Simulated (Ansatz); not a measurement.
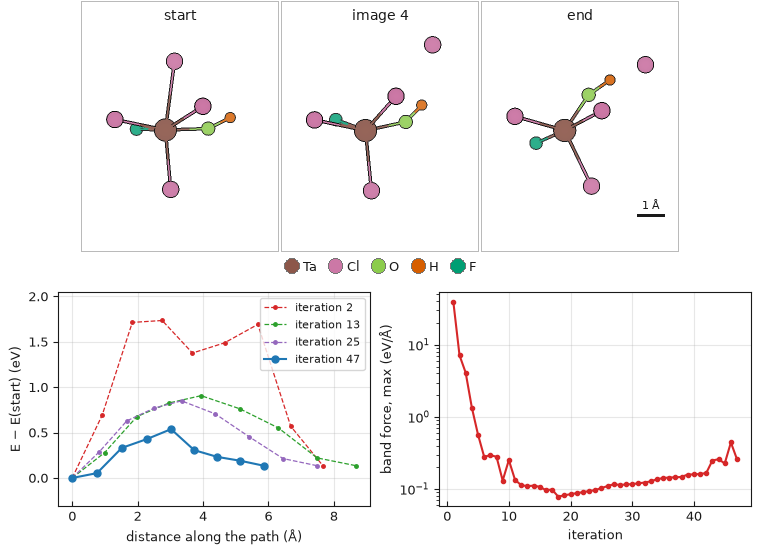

A search for the minimum-energy path of TaHOCl4F (multiplicity 2) by the nudged elastic band. Images are numbered from 0 (start) to 8 (end). The plot follows the band through its iterations. Style: ball-and-stick. Shown at a tilt.

The calculation used UKS PBE/def2-SVP in Ansatz 0.2.0. Run with 7 movable images; climbing image; force threshold 0.05 eV/Å; iteration limit 47; starting path through a guess of the saddle point.

**How did the profile develop, and is the result final?**

The result isn't final. The band hadn't converged when the run stopped after 47 iterations. The largest component of the band force went from 39 to 0.26 eV/Å. The barrier read from it is provisional: over the last two iterations the highest image moved from 0.59 eV to 0.54 eV. The first iteration put the highest image at 8.46 eV. The highest point, image 4, lies 0.54 eV above the start and 0.40 eV above the end; the end is at +0.14 eV relative to the start.

Cost: 24 min on 4 threads of Arm Neoverse V2, with other jobs on the host, peak memory 0.34 GiB.
